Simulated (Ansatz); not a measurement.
**C2H5FO: a spread of methods and bases**

How do the results and run time of C2H5FO respond when the settings are drawn wide?

Method: the settings change from run to run; program: Ansatz 0.2.0, Gaussian basis.

## 1. The relaxed structure

The geometry comes from an earlier relaxation with PBE0-D4 in a triple-zeta def2 set; it is a stationary point, not always the lowest conformer.

9 atoms, charge 0, spin multiplicity 1.

Atoms are counted from 1 here; the program's logs count them from 0.

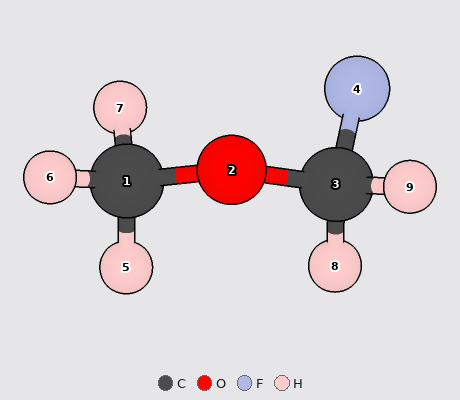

The structure; carbon dark grey, oxygen red, fluorine light blue, hydrogen pink; atoms are numbered from 1 in the order of the file.

## 2. BHLYP/def2-mTZVP

Options: D3(BJ) dispersion, the search for lower states set to light.

The input, in.yaml:

```yaml
crystal:
  periodic: [false, false, false]
  atoms:
    - {symbol: C, position_ang: [-0.632961, 0.772479, -0.601691]}
    - {symbol: O, position_ang: [-0.045250, 0.485228, 0.651442]}
    - {symbol: C, position_ang: [0.584405, -0.721814, 0.704109]}
    - {symbol: F, position_ang: [1.737923, -0.722947, -0.059744]}
    - {symbol: H, position_ang: [-1.321922, -0.027415, -0.900715]}
    - {symbol: H, position_ang: [-1.190041, 1.700757, -0.485898]}
    - {symbol: H, position_ang: [0.127227, 0.899783, -1.376859]}
    - {symbol: H, position_ang: [-0.044092, -1.533346, 0.310684]}
    - {symbol: H, position_ang: [0.873210, -0.899024, 1.741471]}
basis:
  gaussian: {orbitals: def2-mTZVP}
hamiltonian: {xc: {name: BHLYP}, dispersion: d3bj}
scf: {lower_state_search: light}
```

Started as:

```sh
$ ansatz run in.yaml --threads 4 --pin off --events-out ev --progress --plain --max-ram 10444MiB
```

What it wrote:

```text
Functional definition: BHLYP
  name "BHLYP"
  cite "Becke, J. Chem. Phys. 98, 1372 (1993) doi:10.1063/1.464304"
  cite "Becke, Phys. Rev. A 38, 3098 (1988) doi:10.1103/PhysRevA.38.3098"
  cite "Lee, Yang & Parr, Phys. Rev. B 37, 785 (1988) doi:10.1103/PhysRevB.37.785"
  parameter a = 0.5
  exchange = (1 - a)*b88_x + a*exact_x
  correlation = lyp_c
989 factors; their error is unknown
mean field evaluation 1: about -6915.3666 eV, gradient 3.9e1 eV
mean field evaluation 2: about -6915.9349 eV, gradient 3.7e1 eV
mean field evaluation 4: about -6918.1551 eV, gradient 1.6e0 eV
mean field evaluation 8: about -6918.1568 eV, gradient 1.9e-2 eV
mean field evaluation 16: about -6918.1573 eV, gradient 6.4e-5 eV
mean field -6918.15728359 eV, -254.2375908764 hartree, gradient 6.4e-5 eV, S^2 0.000000; 0 other end points of the search recorded, 0 dependent functions left out
reference -6918.15743664 eV, -254.2375965010 hartree; 17, 17 occupied and 79, 79 virtual orbitals, 989 factors
Total energy: -6918.30197422 eV, -254.2429081590 hartree
```

Wall time 0.7 s (4 threads of Arm Neoverse V1, shared host).

## 3. PBEsol/6-31G*

Set apart from the defaults: density fitting with def2-universal-jkfit, D4 dispersion, the search for lower states set to full.

Edit in.yaml of step 2 so:

```diff
@@ -13,4 +13,5 @@
 basis:
-  gaussian: {orbitals: def2-mTZVP}
-hamiltonian: {xc: {name: BHLYP}, dispersion: d3bj}
-scf: {lower_state_search: light}
+  gaussian: {orbitals: "6-31G*", fitting: {mean_field: def2-universal-jkfit}}
+hamiltonian: {xc: {name: PBEsol}, dispersion: d4}
+scf: {lower_state_search: full}
+output: {forces: true}
```

Same command.

What it wrote, shortened:

```text
Functional definition: PBEsol
  name "PBEsol"
  cite "Perdew et al., Phys. Rev. Lett. 100, 136406 (2008) doi:10.1103/PhysRevLett.100.136406"
  cite "Perdew, Burke & Ernzerhof, Phys. Rev. Lett. 77, 3865 (1996) doi:10.1103/PhysRevLett.77.3865"
  parent pbesol
[...]
394 factors; integrals over basis functions are off by at most 5.3e-2 eV
[...]
mean field -6886.88717448 eV, -253.0884355625 hartree, gradient 6.4e-5 eV, S^2 0.000000; 0 other end points of the search recorded, 0 dependent functions left out
[...]
reference -6886.88719164 eV, -253.0884361931 hartree; 17, 17 occupied and 53, 53 virtual orbitals, 394 factors
Total energy: -6886.92130545 eV, -253.0896898525 hartree
Atom 0 at    -0.632961     0.772479    -0.601691 Å, force     0.173630    -0.113048     0.218383 eV/Å
Atom 1 at    -0.045250     0.485228     0.651442 Å, force    -0.207944     0.409991     0.418534 eV/Å
Atom 2 at     0.584405    -0.721814     0.704109 Å, force     0.324687     0.095855    -0.351135 eV/Å
Atom 3 at     1.737923    -0.722947    -0.059744 Å, force     0.289119    -0.026887    -0.223128 eV/Å
Atom 4 at    -1.321922    -0.027415    -0.900715 Å, force    -0.308407    -0.351530    -0.171991 eV/Å
Atom 5 at    -1.190041     1.700757    -0.485898 Å, force    -0.240940     0.396999     0.053938 eV/Å
Atom 6 at     0.127227     0.899783    -1.376859 Å, force     0.324950     0.038144    -0.354892 eV/Å
Atom 7 at    -0.044092    -1.533346     0.310684 Å, force    -0.372437    -0.402830    -0.116876 eV/Å
Atom 8 at     0.873210    -0.899024     1.741471 Å, force     0.017344    -0.046693     0.527167 eV/Å
Dipole moment:    -0.294032    -0.073456    -0.079133 e Å
```

Run time: 0.45 s. Hardware: 4 threads of Arm Neoverse V1, shared host.

Largest force 0.622 eV/Å, dipole 1.50 D.

## 4. wB97M-V/def2-TZVPP

Options: the search for lower states set to light.

Edit in.yaml of step 3 so:

```diff
@@ -13,5 +13,5 @@
 basis:
-  gaussian: {orbitals: "6-31G*", fitting: {mean_field: def2-universal-jkfit}}
-hamiltonian: {xc: {name: PBEsol}, dispersion: d4}
-scf: {lower_state_search: full}
+  gaussian: {orbitals: def2-TZVPP}
+hamiltonian: {xc: {name: wB97M-V}}
+scf: {lower_state_search: light}
 output: {forces: true}
```

Same command.

What it wrote, shortened:

```text
Functional definition: wB97M-V
  name "wB97M-V"
  cite "Mardirossian & Head-Gordon, J. Chem. Phys. 144, 214110 (2016) doi:10.1063/1.4952647"
  cite "Becke, J. Chem. Phys. 107, 8554 (1997) doi:10.1063/1.475007"
  cite "Vydrov & Van Voorhis, J. Chem. Phys. 133, 244103 (2010) doi:10.1063/1.3521275"
  # Of w^i u^j: cxij and so on, Table III.
[...]
  gx(w, u) = 1 - cx + cx01*u + cx10*w
  gss(w, u) = css00 + css04*u^4 + css10*w + css20*w^2 + css43*w^4*u^3
  gos(w, u) = cos00 + cos10*w + (cos20 + cos21*u)*w^2 + (cos60 + cos61*u)*w^6
[...]
      + integral(e_c_pw_mod_opposite_spin*gos(b97_w_opposite, b97_u_opposite)) + vv10(b, c)
962 factors; their error is unknown
237 factors; integrals over basis functions are off by at most 1.1e-5 eV
[...]
Total energy: -6919.49336292 eV, -254.2866908861 hartree
Atom 0 at    -0.632961     0.772479    -0.601691 Å, force    -0.119004     0.067785    -0.271369 eV/Å
Atom 1 at    -0.045250     0.485228     0.651442 Å, force    -0.002392     0.156528     0.172912 eV/Å
Atom 2 at     0.584405    -0.721814     0.704109 Å, force    -0.112388    -0.309008     0.225511 eV/Å
Atom 3 at     1.737923    -0.722947    -0.059744 Å, force     0.162747     0.027350    -0.132558 eV/Å
Atom 4 at    -1.321922    -0.027415    -0.900715 Å, force     0.061611     0.063505     0.029507 eV/Å
Atom 5 at    -1.190041     1.700757    -0.485898 Å, force     0.048901    -0.083915    -0.017930 eV/Å
Atom 6 at     0.127227     0.899783    -1.376859 Å, force    -0.065432    -0.014370     0.070239 eV/Å
Atom 7 at    -0.044092    -1.533346     0.310684 Å, force     0.054333     0.083185     0.033243 eV/Å
Atom 8 at     0.873210    -0.899024     1.741471 Å, force    -0.028375     0.008940    -0.109556 eV/Å
Dipole moment:    -0.335456    -0.090141    -0.060076 e Å
```

It took 5 s on 4 threads of Arm Neoverse V1, shared host; peak memory 0.48 GiB.

Largest force 0.399 eV/Å, dipole 1.69 D.

## 5. B97M-V/def2-TZVPD

This run has charge +1, multiplicity 2, high accuracy.

Edit in.yaml of step 4 so:

```diff
@@ -13,5 +13,7 @@
 basis:
-  gaussian: {orbitals: def2-TZVPP}
-hamiltonian: {xc: {name: wB97M-V}}
-scf: {lower_state_search: light}
+  gaussian: {orbitals: def2-TZVPD}
+total_charge: 1
+magnetization: {spin_polarized: true, initial_magnetization: 1}
+hamiltonian: {xc: {name: B97M-V}}
+accuracy: high
 output: {forces: true}
```

Launched as before.

What it wrote, shortened:

```text
Functional definition: B97M-V
  name "B97M-V"
  cite "Mardirossian & Head-Gordon, J. Chem. Phys. 142, 074111 (2015) doi:10.1063/1.4907719"
  cite "Becke, J. Chem. Phys. 107, 8554 (1997) doi:10.1063/1.475007"
  cite "Vydrov & Van Voorhis, J. Chem. Phys. 133, 244103 (2010) doi:10.1063/1.3521275"
  # Of w^i u^j: cxij and so on, Table III.
[...]
  gx(w, u) = cx00 + cx01*u + cx02*u^2 + (cx10 + cx11*u)*w
  gss(w, u) = css00 + css02*u^2 + css10*w + (css32*w^3 + css42*w^4)*u^2
  gos(w, u) = cos00 + cos01*u + cos03*u^3 + cos10*w + cos32*w^3*u^2
[...]
      + integral(e_c_pw_mod_opposite_spin*gos(b97_w_opposite, b97_u_opposite)) + vv10(b, c)
3328 factors; integrals over basis functions are off by at most 4.1e-9 eV
[...]
mean field -6909.39689623 eV, -253.9156525792 hartree, gradient 4.3e-8 eV, S^2 0.754367; 4 other end points of the search recorded, 0 dependent functions left out
[...]
Total energy: -6909.39690342 eV, -253.9156528432 hartree
Atom 0 at    -0.632961     0.772479    -0.601691 Å, force    -0.521183     1.751504     0.158498 eV/Å
Atom 1 at    -0.045250     0.485228     0.651442 Å, force    -1.556718     0.359248    -1.213233 eV/Å
Atom 2 at     0.584405    -0.721814     0.704109 Å, force     3.042442    -1.855044     0.884842 eV/Å
Atom 3 at     1.737923    -0.722947    -0.059744 Å, force    -1.396960     0.310151     0.264413 eV/Å
Atom 4 at    -1.321922    -0.027415    -0.900715 Å, force     0.349890    -0.309142     0.079926 eV/Å
Atom 5 at    -1.190041     1.700757    -0.485898 Å, force     0.270346    -0.166986     0.059735 eV/Å
Atom 6 at     0.127227     0.899783    -1.376859 Å, force     0.220036    -0.272862    -0.164305 eV/Å
Atom 7 at    -0.044092    -1.533346     0.310684 Å, force    -0.328512     0.200031     0.149458 eV/Å
Atom 8 at     0.873210    -0.899024     1.741471 Å, force    -0.079340    -0.016901    -0.219334 eV/Å
Dipole moment:    -0.688575     0.062292    -0.101279 e Å
```

Wall time 51 s (4 threads of Arm Neoverse V1, shared host); peak memory 1.6 GiB.

Largest force 3.672 eV/Å, ⟨S²⟩ 0.754.

## 6. BHLYP/def2-SVP

Set apart from the defaults: D3(BJ) with three-body dispersion.

Edit in.yaml of step 5 so:

```diff
@@ -13,7 +13,3 @@
 basis:
-  gaussian: {orbitals: def2-TZVPD}
-total_charge: 1
-magnetization: {spin_polarized: true, initial_magnetization: 1}
-hamiltonian: {xc: {name: B97M-V}}
-accuracy: high
-output: {forces: true}
+  gaussian: {orbitals: def2-SVP}
+hamiltonian: {xc: {name: BHLYP}, dispersion: d3bjatm}
```

The command is unchanged.

What it wrote:

```text
Functional definition: BHLYP
  name "BHLYP"
  cite "Becke, J. Chem. Phys. 98, 1372 (1993) doi:10.1063/1.464304"
  cite "Becke, Phys. Rev. A 38, 3098 (1988) doi:10.1103/PhysRevA.38.3098"
  cite "Lee, Yang & Parr, Phys. Rev. B 37, 785 (1988) doi:10.1103/PhysRevB.37.785"
  parameter a = 0.5
  exchange = (1 - a)*b88_x + a*exact_x
  correlation = lyp_c
940 factors; their error is unknown
mean field evaluation 1: about -6908.1946 eV, gradient 3.3e1 eV
mean field evaluation 2: about -6908.8472 eV, gradient 2.8e1 eV
mean field evaluation 4: about -6910.2270 eV, gradient 1.2e0 eV
mean field evaluation 8: about -6910.2261 eV, gradient 1.6e-2 eV
mean field evaluation 16: about -6910.2707 eV, gradient 2.1e-5 eV
mean field -6910.27068068 eV, -253.9477635654 hartree, gradient 2.1e-5 eV, S^2 0.000000; 0 other end points of the search recorded, 0 dependent functions left out
reference -6910.27081161 eV, -253.9477683771 hartree; 17, 17 occupied and 64, 64 virtual orbitals, 940 factors
Total energy: -6910.41524174 eV, -253.9530760864 hartree
```

It took 0.55 s on 4 threads of Arm Neoverse V1, shared host.

## 7. wB97X-V/def2-mTZVP

Options: charge +1, multiplicity 2.

Edit in.yaml of step 6 so:

```diff
@@ -13,3 +13,5 @@
 basis:
-  gaussian: {orbitals: def2-SVP}
-hamiltonian: {xc: {name: BHLYP}, dispersion: d3bjatm}
+  gaussian: {orbitals: def2-mTZVP}
+total_charge: 1
+magnetization: {spin_polarized: true, initial_magnetization: 1}
+hamiltonian: {xc: {name: wB97X-V}}
```

Same command.

What it wrote, shortened:

```text
Functional definition: wB97X-V
  name "wB97X-V"
  cite "Mardirossian & Head-Gordon, Phys. Chem. Chem. Phys. 16, 9904 (2014) doi:10.1039/C3CP54374A"
  cite "Becke, J. Chem. Phys. 107, 8554 (1997) doi:10.1063/1.475007"
  cite "Vydrov & Van Voorhis, J. Chem. Phys. 133, 244103 (2010) doi:10.1063/1.3521275"
[...]
      + integral(e_c_pw_opposite_spin*poly(b97_u_opposite, cos0, cos1)) + vv10(b, c)
883 factors; their error is unknown
257 factors; integrals over basis functions are off by at most 9.3e-6 eV
[...]
mean field -6908.27348334 eV, -253.8743679169 hartree, gradient 4.5e-5 eV, S^2 0.754767; 2 other end points of the search recorded, 0 dependent functions left out
reference -6908.27348181 eV, -253.8743678604 hartree; 17, 16 occupied and 79, 80 virtual orbitals, 883 factors
Total energy: -6908.27348181 eV, -253.8743678604 hartree
```

Wall time 6 s (4 threads of Arm Neoverse V1, shared host); peak memory 0.32 GiB.

⟨S²⟩ 0.755.

## 8. SPW92/6-31G*

Options: atoms shaken by 0.08 Å, a point charge of -1.00 e beside it, relativity set to scalar, the search for lower states set to off.

The input, in.yaml:

```yaml
crystal:
  periodic: [false, false, false]
  atoms:
    - {symbol: C, position_ang: [-0.603314, 0.783907, -0.474104]}
    - {symbol: O, position_ang: [-0.001965, 0.409173, 0.641376]}
    - {symbol: C, position_ang: [0.695453, -0.780762, 0.729488]}
    - {symbol: F, position_ang: [1.818439, -0.730336, -0.159299]}
    - {symbol: H, position_ang: [-1.257360, -0.008038, -0.936331]}
    - {symbol: H, position_ang: [-1.373905, 1.677434, -0.597847]}
    - {symbol: H, position_ang: [0.086178, 0.871614, -1.320350]}
    - {symbol: H, position_ang: [-0.020336, -1.571075, 0.434939]}
    - {symbol: H, position_ang: [1.061088, -0.888130, 1.691477]}
basis:
  gaussian: {orbitals: "6-31G*", point_charges: [{charge: -1.00, position_ang: [5.600, 0.118, -0.356]}]}
hamiltonian: {xc: {name: SPW92}, pseudopotentials: {relativity: scalar}}
scf: {lower_state_search: off}
output: {forces: true}
```

Launched as before.

What it wrote, shortened:

```text
Functional definition: SPW92
  name "SPW92"
  cite "Dirac, Proc. Camb. Phil. Soc. 26, 376 (1930) doi:10.1017/S0305004100016108"
  cite "Slater, Phys. Rev. 81, 385 (1951) doi:10.1103/PhysRev.81.385"
  cite "Perdew & Wang, Phys. Rev. B 45, 13244 (1992) doi:10.1103/PhysRevB.45.13244"
[...]
821 factors; their error is unknown
[...]
mean field -6869.60658214 eV, -252.4533855071 hartree, gradient 2.6e-6 eV, S^2 0.000000; 0 other end points of the search recorded, 0 dependent functions left out
[...]
reference -6869.60659968 eV, -252.4533861517 hartree; 17, 17 occupied and 53, 53 virtual orbitals, 821 factors
Total energy: -6869.60659968 eV, -252.4533861517 hartree
Relativity: scalar
Atom 0 at    -0.603314     0.783907    -0.474104 Å, force    -2.391470    -0.074087    -4.406642 eV/Å
Atom 1 at    -0.001965     0.409173     0.641376 Å, force     0.800351     0.554566     3.615851 eV/Å
Atom 2 at     0.695453    -0.780762     0.729488 Å, force     0.108587     1.534089    -4.586042 eV/Å
Atom 3 at     1.818439    -0.730336    -0.159299 Å, force    -1.928722    -0.466343     1.284350 eV/Å
Atom 4 at    -1.257360    -0.008038    -0.936331 Å, force    -0.175745    -0.532963     0.507012 eV/Å
Atom 5 at    -1.373905     1.677434    -0.597847 Å, force     1.723639    -0.932591     1.558450 eV/Å
Atom 6 at     0.086178     0.871614    -1.320350 Å, force     0.720844     0.631167    -0.193420 eV/Å
Atom 7 at    -0.020336    -1.571075     0.434939 Å, force     0.249691    -0.600011    -0.298855 eV/Å
Atom 8 at     1.061088    -0.888130     1.691477 Å, force     0.837711    -0.115620     2.510420 eV/Å
Dipole moment:    -0.114735    -0.133511     0.022375 e Å
Checks for a lower state left out: stability, starts, cluster_reference, orbital_swaps, neighbouring_geometries, increment
```

Wall time 0.35 s (4 threads of Arm Neoverse V1, shared host).

Largest force 5.014 eV/Å, dipole 0.85 D.

## 9. PBE0-DH/pcseg-2

Options: coordinates scaled by 0.92, finite nuclei.

The input, in.yaml:

```yaml
crystal:
  periodic: [false, false, false]
  atoms:
    - {symbol: C, position_ang: [-0.582324, 0.710681, -0.553556]}
    - {symbol: O, position_ang: [-0.041630, 0.446409, 0.599327]}
    - {symbol: C, position_ang: [0.537652, -0.664069, 0.647780]}
    - {symbol: F, position_ang: [1.598890, -0.665111, -0.054965]}
    - {symbol: H, position_ang: [-1.216168, -0.025222, -0.828657]}
    - {symbol: H, position_ang: [-1.094838, 1.564696, -0.447027]}
    - {symbol: H, position_ang: [0.117049, 0.827800, -1.266710]}
    - {symbol: H, position_ang: [-0.040564, -1.410678, 0.285830]}
    - {symbol: H, position_ang: [0.803354, -0.827102, 1.602153]}
basis:
  gaussian: {orbitals: pcseg-2, nuclear_model: gaussian}
hamiltonian: {xc: {name: PBE0-DH}}
output: {forces: true}
```

The command is unchanged.

What it wrote, shortened:

```text
Functional definition: PBE0-DH
  name "PBE0-DH"
  cite "Brémond & Adamo, J. Chem. Phys. 135, 024106 (2011) doi:10.1063/1.3604569"
  cite "Perdew, Burke & Ernzerhof, Phys. Rev. Lett. 77, 3865 (1996) doi:10.1103/PhysRevLett.77.3865"
[...]
1103 factors; integrals over basis functions are off by at most 1.2e-3 eV
[...]
mean field -6909.51457940 eV, -253.9199773558 hartree, gradient 5.6e-6 eV, S^2 0.000000; 0 other end points of the search recorded, 0 dependent functions left out
4 core orbitals not correlated: weight in the atoms' cores, before any rotation towards them, 1.000 or more for the frozen orbitals, at most 0.000 for the correlated occupied ones
reference -6909.51459945 eV, -253.9199780928 hartree; 13, 13 occupied and 173, 173 virtual orbitals, 1103 factors
second order -26.22177760 eV of doubles, -0.00000000 eV of singles
[...]
Total energy: -6912.79232165 eV, -254.0404321619 hartree
Atom 0 at    -0.582324     0.710681    -0.553556 Å, force    -0.664430     0.668692    -1.062071 eV/Å
Atom 1 at    -0.041630     0.446409     0.599327 Å, force    -1.157753     4.507736     4.290152 eV/Å
Atom 2 at     0.537652    -0.664069     0.647780 Å, force     0.189154    -2.238826     1.416130 eV/Å
Atom 3 at     1.598890    -0.665111    -0.054965 Å, force     5.059674    -0.209251    -3.278195 eV/Å
Atom 4 at    -1.216168    -0.025222    -0.828657 Å, force    -2.363162    -2.580627    -1.175554 eV/Å
Atom 5 at    -1.094838     1.564696    -0.447027 Å, force    -2.026241     3.198034     0.024117 eV/Å
Atom 6 at     0.117049     0.827800    -1.266710 Å, force     2.403428     0.504918    -2.827445 eV/Å
Atom 7 at    -0.040564    -1.410678     0.285830 Å, force    -2.289984    -2.890473    -1.081825 eV/Å
Atom 8 at     0.803354    -0.827102     1.602153 Å, force     0.849315    -0.960203     3.694691 eV/Å
Dipole moment:    -0.279448    -0.075715    -0.055215 e Å
```

Wall time 6.5 s (4 threads of Arm Neoverse V1, shared host); peak memory 0.6 GiB.

Largest force 6.330 eV/Å, dipole 1.42 D.

## 10. r2SCAN0/def2-SVPD

Set apart from the defaults: multiplicity 3, restricted open-shell orbitals, coordinates scaled by 0.92, a point charge of -1.00 e beside it.

Edit in.yaml of step 9 so:

```diff
@@ -13,4 +13,4 @@
 basis:
-  gaussian: {orbitals: pcseg-2, nuclear_model: gaussian}
-hamiltonian: {xc: {name: PBE0-DH}}
-output: {forces: true}
+  gaussian: {orbitals: def2-SVPD, point_charges: [{charge: -1.00, position_ang: [5.441, 0.812, -0.444]}]}
+magnetization: {spin_polarized: false, initial_magnetization: 2}
+hamiltonian: {xc: {name: r2SCAN0}}
```

The command is unchanged.

What it wrote, shortened:

```text
Functional definition: r2SCAN0
  name "r2SCAN0"
  cite "Bursch, Neugebauer, Ehlert & Grimme, J. Chem. Phys. 156, 134105 (2022) doi:10.1063/5.0086040"
  cite "Furness, Kaplan, Ning, Perdew & Sun, J. Phys. Chem. Lett. 11, 8208 (2020) doi:10.1021/acs.jpclett.0c02405"
  cite "Furness, Kaplan, Ning, Perdew & Sun, J. Phys. Chem. Lett. 11, 9248 (2020) doi:10.1021/acs.jpclett.0c03077"
  parent r2scan
[...]
1028 factors; their error is unknown
[...]
mean field -6899.86075298 eV, -253.5652057783 hartree, gradient 2.0e-5 eV, S^2 2.000000; 8 other end points of the search recorded, 0 dependent functions left out
reference -6899.86076566 eV, -253.5652062443 hartree; 18, 16 occupied and 108, 110 virtual orbitals, 1028 factors
Total energy: -6899.86076566 eV, -253.5652062443 hartree
```

It took 14 s on 4 threads of Arm Neoverse V1, shared host; peak memory 0.41 GiB.

## 11. The runs in one table

```tsv
level	charge	multiplicity	geometry	functions	energy (eV)	time
BHLYP/def2-mTZVP	0	1	relaxed	96	-6918.302	0.7 s
PBEsol/6-31G*	0	1	relaxed	70	-6886.921	0.45 s
wB97M-V/def2-TZVPP	0	1	relaxed	194	-6919.493	5 s
B97M-V/def2-TZVPD	1	2	relaxed	199	-6909.397	51 s
BHLYP/def2-SVP	0	1	relaxed	81	-6910.415	0.55 s
wB97X-V/def2-mTZVP	1	2	relaxed	96	-6908.273	6 s
SPW92/6-31G*	0	1	shaken, point charge	70	-6869.607	0.35 s
PBE0-DH/pcseg-2	0	1	scaled	190	-6912.792	6.5 s
r2SCAN0/def2-SVPD	0	3	scaled, point charge	126	-6899.861	14 s
```

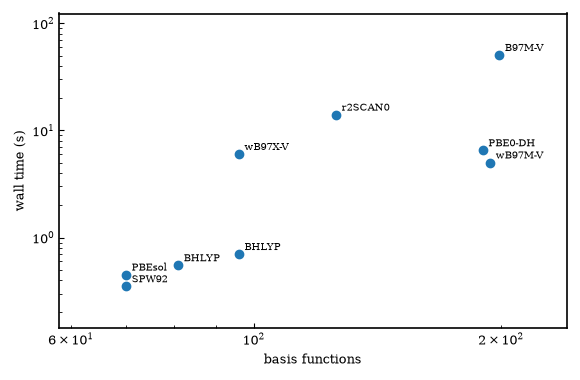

Wall time against the number of basis functions (shared host).

## 12. Outcome

| quantity | value |
| --- | --- |
| runs | 9 |
| quickest | SPW92/6-31G*, 0.35 s |
| slowest | B97M-V/def2-TZVPD, 51 s |
| spread of total energies, same state and geometry | 32.6 eV |
| dipole, same state and geometry | 1.50 to 1.69 D |

In words: Run time spans a factor of 144, from SPW92/6-31G* to B97M-V/def2-TZVPD. The jobs differ in tasks and options as well as level. Total energies at one charge and spin differ by 33 eV between levels, so only differences within one level mean anything. At the PBE0-D4/def2-TZVP geometry and in the same state, runs without warnings or point charges leave forces up to 0.62 eV/Å (PBEsol/6-31G*), against 6.3 eV/Å where the atoms were moved.
